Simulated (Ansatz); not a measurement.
# C2H5FOS: rigid torsion scan in Python

A script is to give a rigid torsion scan; the system is C2H5FOS. SMILES: CC(O)(F)S.

All numbers are computed with Ansatz 0.2.0 through its Python package. Level of theory: B3LYP/cc-pVDZ.

## 1. The structure

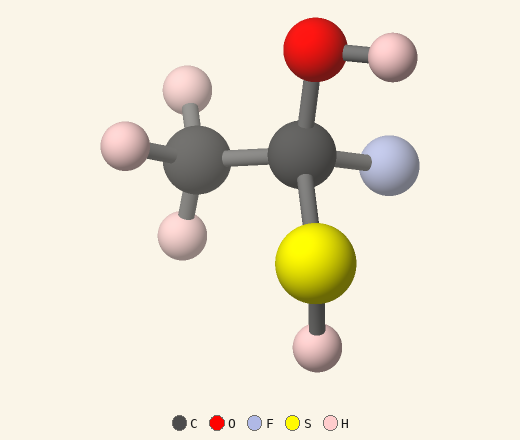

The structure that the script starts from, seen from a chosen angle (carbon dark grey, oxygen red, fluorine light blue, sulfur yellow, hydrogen pink).

The script holds or builds the structure itself.

## 2. Script

Input file c2h5fos_torsion.py:

```python
"""Energy of C2H5FOS as one group turns about a bond."""

import ansatz as az
from ase import Atoms

atoms = Atoms(["C", "C", "O", "F", "S", "H", "H", "H", "H", "H"], positions=[
    (-1.0616, -0.0393, 0.2496),
    (0.3146, -0.0764, -0.2604),
    (0.3723, 0.4411, -1.5824),
    (0.7647, -1.3629, -0.3515),
    (1.464, 0.7744, 0.8191),
    (-1.7733, -0.5224, -0.4462),
    (-1.194, -0.4506, 1.2299),
    (-1.4335, 1.0561, 0.2659),
    (1.3058, 0.2043, -1.7995),
    (1.3241, -0.0756, 1.8785),
])

# relax first, so that the scan starts from a minimum
first = (
    az.Crystal.molecule_from_ase(atoms).calculation()
    .basis(gaussian="cc-pVDZ")
    .functional("b3lyp")
    .relax(force_tolerance=0.02, max_steps=80)
)
atoms.positions = first.run(threads=1, pin="off").report["positions_ang"]

start = atoms.get_dihedral(2, 1, 0, 5)
energies = {}
for turn in range(0, 121, 20):
    turned = atoms.copy()
    turned.set_dihedral(2, 1, 0, 5, start + turn, indices=[0, 5, 6, 7])
    base = (
        az.Crystal.molecule_from_ase(turned).calculation()
        .basis(gaussian="cc-pVDZ")
        .functional("b3lyp")
    )
    energies[round((start + turn) % 360)] = base.run(threads=1, pin="off").report["free_energy_ev"]
floor = min(energies.values())
print("dihedral O2-C1-C0-H5 (deg)   E - E(min) (kcal/mol)")
for angle, e in sorted(energies.items()):
    print(f"{angle:8d} {23.060548 * (e - floor):14.3f}  " + "#" * int(30 * (e - floor) / max(max(energies.values()) - floor, 1e-9)))
```

## 3. Launch

Launch:

```bash
$ python c2h5fos_torsion.py
```

Without the output at hand: what should come out? Wanted: range of energy; lowest point, turn.

The runs gave:

```
              quantity     value
         runs compared         7
       range of energy  0.164 eV
lowest point, turn (°)         0
```

The lowest point lies at a turn of 0°, the highest 0.164 eV (15.9 kJ/mol) above it at 60°. The grid can miss the true lowest and highest points, and the rest of the molecule is held rigid. Run 0: The relaxation took 6 moves; the largest shift is 0.301 Å, of atom 10 (H). The scan is rigid and the energies are electronic, in a modest basis. With rigid groups the curve can differ much from the relaxed path, the start wasn't checked as a minimum of this torsion, and equivalent turns needn't return to the same energy. b3lyp holds the VWN-RPA fit, as in Gaussian; the form of ORCA and Turbomole is b3lyp5.
